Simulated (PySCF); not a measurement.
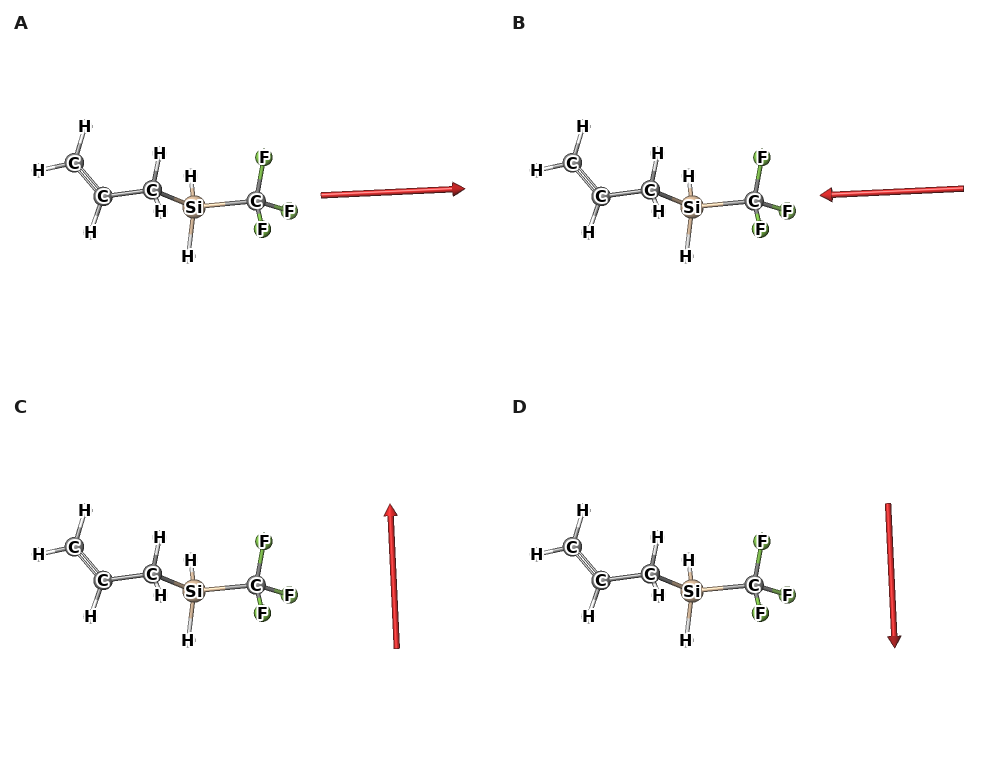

The same molecule four times, each with an arrow. Computed geometry: PBE0-D3(BJ)/def2-SVP optimisation. No frequency run is at hand to confirm it as a minimum. Level of theory: CAM-B3LYP/def2-SVPD, gas phase (PySCF 2.14.0).

Question: Which arrow points along the dipole moment, from the negative to the positive end?

Answer: B. The dipole moment is 2.43 D.
